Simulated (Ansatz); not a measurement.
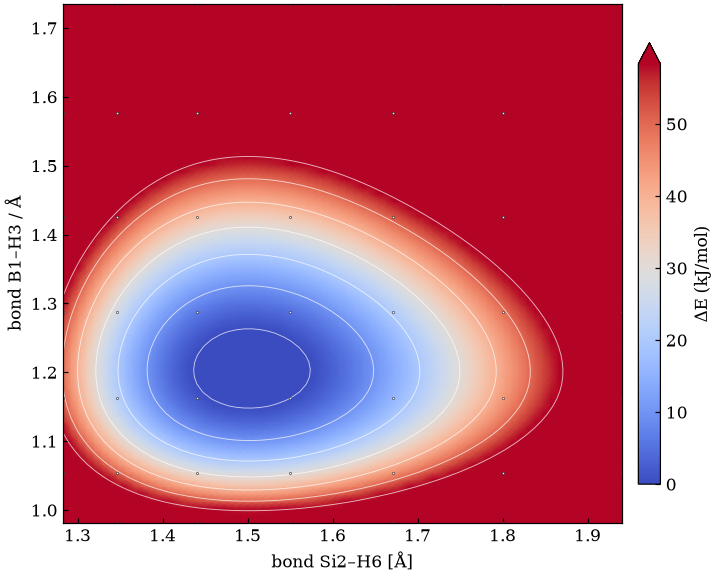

BH₅Si, SMILES B[SiH3]. 
- Two internal coordinates are moved rigidly from the geometry relaxed at PBE0-D4/def2-TZVP, all others fixed.
- First axis: bond Si2–H6. Second axis: bond B1–H3.
- Grid: 7 × 7 points.
- Points are written as (first, second).
- All energies are given in kJ/mol relative to the lowest grid point.
- These are results of RKS PBE-D4/def2-TZVPP in Ansatz 0.2.0, not measurements.

Drawn: a smooth colour map with a few white contour lines, dots at the grid points, one colour for all values above the top of the scale. Between grid points the surface is interpolated.

### Estimate the position of the minimum and the force constants in these coordinates.

The interpolated minimum is at bond Si2–H6 ≈ 1.502 Å, bond B1–H3 ≈ 1.202 Å. The curvatures there are about 16 eV/Å² and 22 eV/Å², with a cross term of about 0 eV/Å². Round the minimum the two coordinates are nearly uncoupled. (1 eV is 96.5 kJ/mol.)
